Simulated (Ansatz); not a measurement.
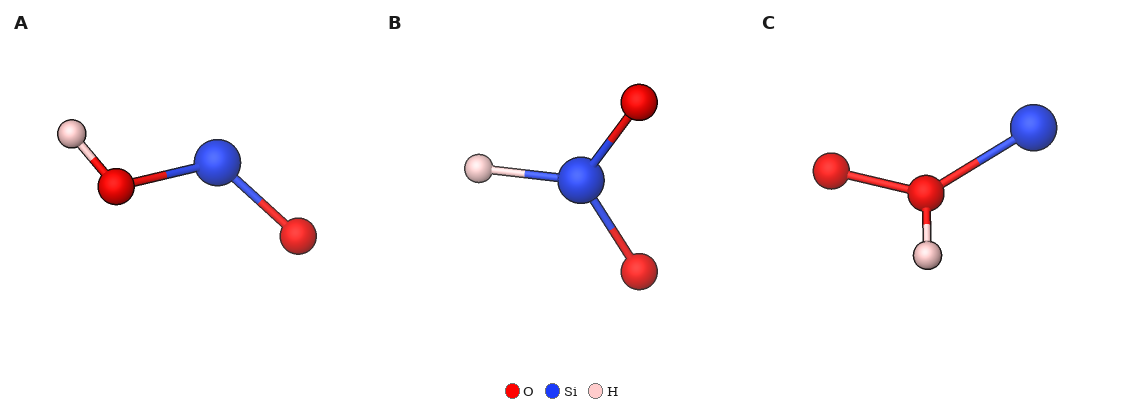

3 stationary structures of one formula. Charge 0, doublet. Geometries: PBE-D4/def2-SVP. Electronic energies: PBE-D4/def2-SVP (Ansatz 0.2.0), without zero-point energy. No frequency run is at hand to confirm each as a minimum.

Rank them by energy, lowest first.

A is lowest (Cs); B lies 1.281 eV above it (C2v), C lies 5.804 eV above it (Cs).

The determinant isn't a pure spin state (⟨S²⟩ up to 0.88).
